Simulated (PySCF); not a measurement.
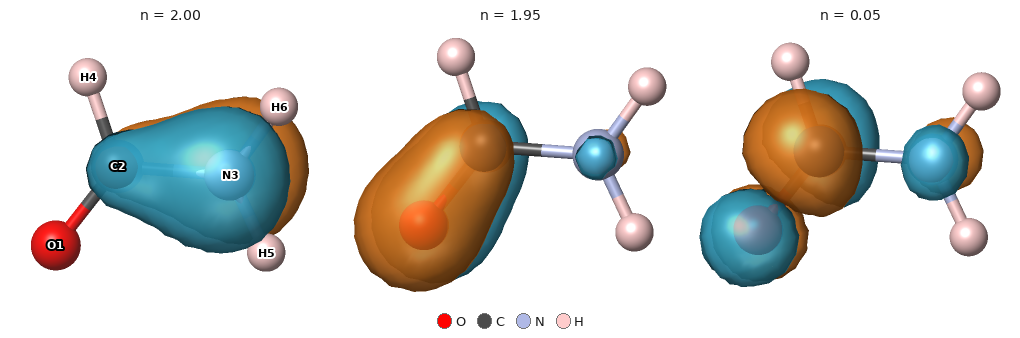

CH3NO, SMILES `O=CN`. Natural orbitals of the π active space, CASSCF(4,3), singlet state, in order of falling occupation.

Computed with PySCF, def2-SVP basis, geometry: GFN2-xTB. No frequency check shows the geometry to be a minimum.

Coordinates in Å:

```
O1       1.1849    0.2440    0.0000
C2       0.1610   -0.3845    0.0000
N3      -1.0725    0.1555    0.0000
H4       0.1310   -1.4901    0.0000
H5      -1.1619    1.1593    0.0000
H6      -1.9064   -0.4029    0.0000
```

Question: How multiconfigurational is the state?

Answer: The leading determinant weighs 0.97; the effective number of unpaired electrons, Σ n²(2−n)², is 0.02; the most occupied of the weakly occupied orbitals holds 0.05 e, as in an ordinary closed-shell π system. The active space lowers the energy by 0.74 eV against Hartree–Fock.

Question: Where does the lowest triplet lie relative to the singlet, at this geometry and within this active space?

Answer: 6.47 eV above it by strongly contracted NEVPT2 (+6.12 eV by CASSCF); a small basis tends to put such gaps a few tenths of an eV too high. This is a vertical energy for π states alone; a state that uses lone pairs or σ orbitals may lie lower.
